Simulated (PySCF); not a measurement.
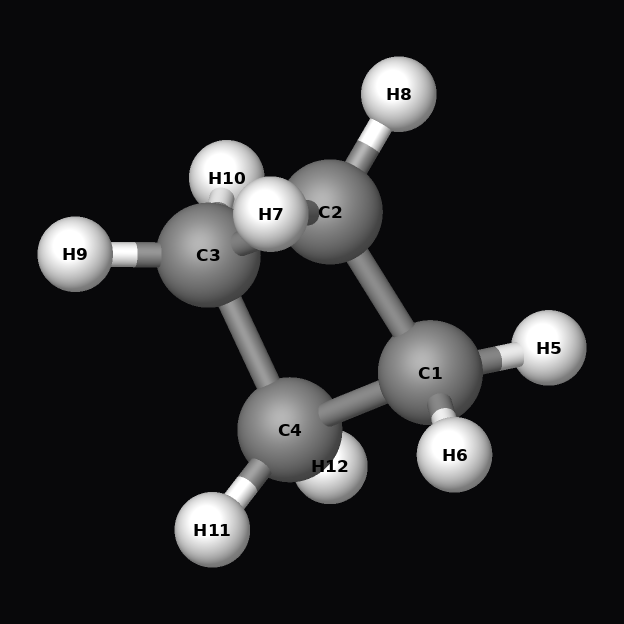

Every bond is drawn as one stick. Computed geometry: GFN2-xTB optimisation. No frequency run is at hand to confirm it as a minimum. Method: PBE0/pcSseg-1 (PySCF 2.14.0).

List the Mayer bond orders of C1–C2, C1–H5, C1–H6 (one bond of each equivalent set).

```
 bond  Mayer order  length (Å)
C1–C2         1.04       1.537
C1–H5         0.95       1.088
C1–H6         0.96       1.088
```
